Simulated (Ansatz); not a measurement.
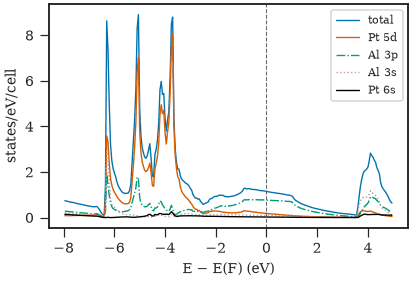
Figure: Total and projected density of states of Al₂Pt (fluorite or antifluorite type, space group No. 225), r²SCAN (plane waves, PAW; program Ansatz)

Task: Which orbitals carry the states next to the Fermi level?

Result: Within 0.5 eV of the Fermi level: Al 3p 67 %, Pt 5d 16 %, Al 3s 8 %, outside the projected shells 6 %. Projections are on Löwdin-orthogonalised atomic valence shells; empty p or d shells of many metals are not among them.

Task: Where is the tallest occupied peak in this window, and what makes it?

Result: Near -5.0 eV, about 8.9 states/eV per cell; the largest projected share is Pt 5d.

Space group Fm-3m (fluorite or antifluorite type). Symmetry was held in the r²SCAN relaxation. The run is not spin-polarised. Scalar-relativistic: spin–orbit coupling is off unless named, which matters more the heavier the elements.

Potentials: the later of the program's two PAW sets.
